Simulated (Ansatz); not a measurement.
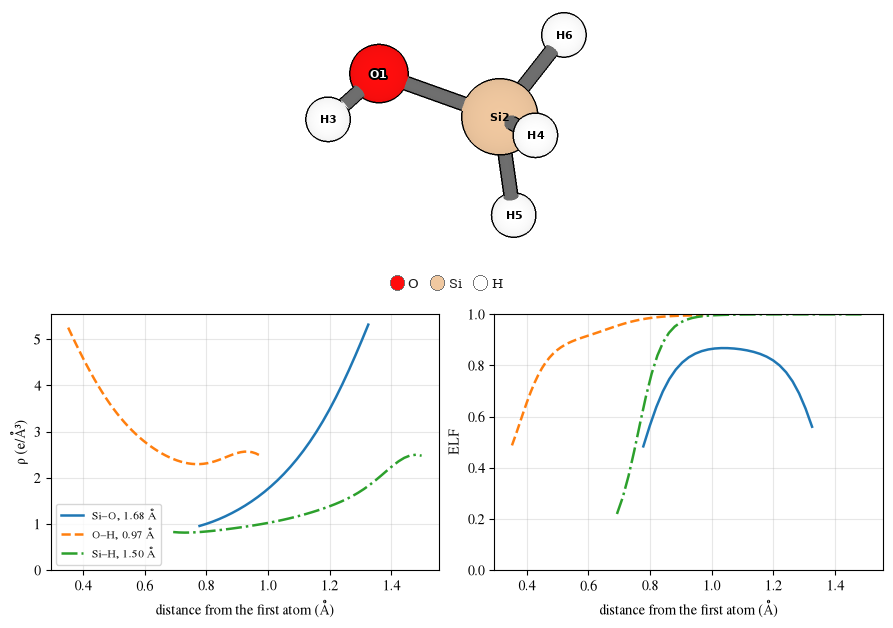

H₄OSi (SMILES O[SiH3]). Electron density and electron localisation function along straight lines between neighbouring atoms. The curves leave out the atomic cores. The structure is drawn too.

Geometry: PBE-D3(BJ)/def2-SVP.

Theory: isolated molecule in a Gaussian basis; Kohn-Sham density functional theory, functional PBE0 (Ansatz 0.2.0).

```yaml
atoms:
  - { symbol: O, position_ang: [1.3004, -0.0776, 0.7166] }
  - { symbol: Si, position_ang: [0.0334, -1.0653, 0.2163] }
  - { symbol: H, position_ang: [1.4311, 0.7258, 0.1843] }
  - { symbol: H, position_ang: [-1.2999, -0.3596, 0.2673] }
  - { symbol: H, position_ang: [0.2241, -1.5760, -1.1914] }
  - { symbol: H, position_ang: [0.0205, -2.2223, 1.1675] }
```

### What can be read from the curves?

Si–O (1.68 Å): ρ at the midpoint is about 1.1 e/Å³; the ELF peaks at about 0.85 between the atoms; a polar covalent bond.
O–H (0.97 Å): ρ is about 3.6 e/Å³ halfway; the ELF climbs to about 1 towards the hydrogen, as it does in any bond to H (a covalent bond by its length).
Si–H (1.50 Å): the density is about 0.81 e/Å³ at the midpoint; the ELF climbs to about 1 towards the hydrogen.
